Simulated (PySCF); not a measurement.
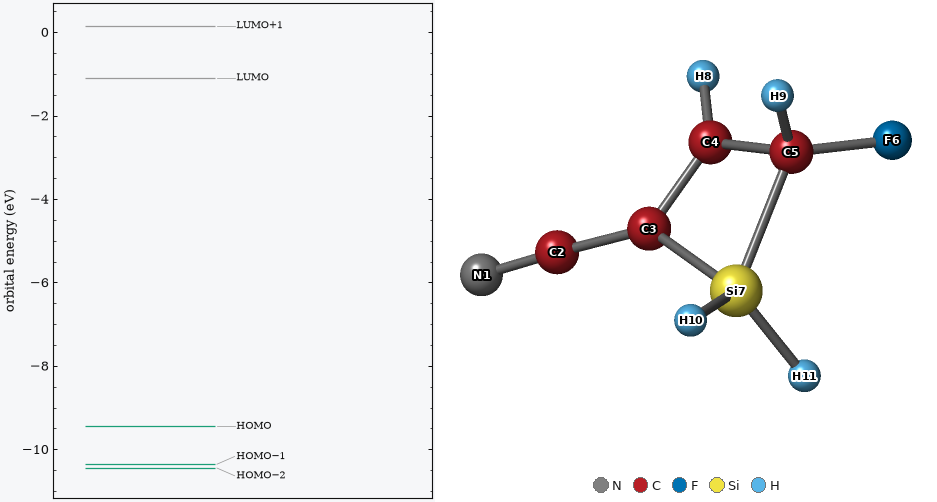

C₄H₄FNSi, SMILES N#CC1=C[C@H](F)[SiH2]1. Kohn-Sham orbital energies near the frontier, BHandHLYP/def2-SVPD in PySCF, at a PBE0-D3(BJ)/def2-SVP geometry (no frequency check), isolated molecule; empty levels in grey, levels within 0.03 eV side by side.

Where do the frontier orbitals lie?

Answer. HOMO at −9.45 eV, LUMO at −1.09 eV, 8.35 eV apart.

How does −ε(HOMO) compare with the ΔSCF vertical ionisation energy at this level?

Answer. −ε(HOMO) is 9.45 eV, the ΔSCF value 10.38 eV; the orbital energy is 0.94 eV too shallow.

List the levels with the atoms that carry most of them (a dash for levels above zero or within 0.03 eV of another, where shares mean little).

Answer.
| orbital | energy (eV) | Löwdin shares |
| --- | --- | --- |
| LUMO+1 | 0.15 | – |
| LUMO | −1.09 | C4 30 %, C3 25 %, N1 13 % |
| HOMO | −9.45 | C4 23 %, C3 21 %, N1 17 % |
| HOMO−1 | −10.36 | C5 23 %, Si7 16 %, N1 14 % |
| HOMO−2 | −10.45 | N1 21 %, Si7 15 %, C3 14 % |

Known limits of this run: empty levels above zero depend strongly on the basis.
